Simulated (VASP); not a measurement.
Band structure of Al (fcc). Level of theory: r2SCAN+rVV10, VASP's PBE PAW potentials (set 64) (plane waves; VASP 6.6.1).

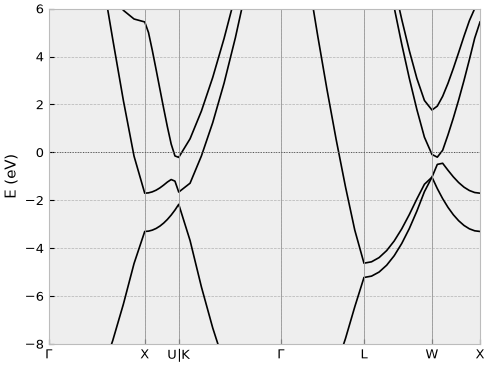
Bands along high-symmetry lines, zero at the valence-band maximum or, without a gap, the Fermi level

Problem. Read the plot: is there a gap, and where are the band edges?

Solution. It has no gap at this level: it comes out as a metal or semimetal.

The compound is Al in the fcc structure. It was relaxed first, which changed the volume by -5 %.
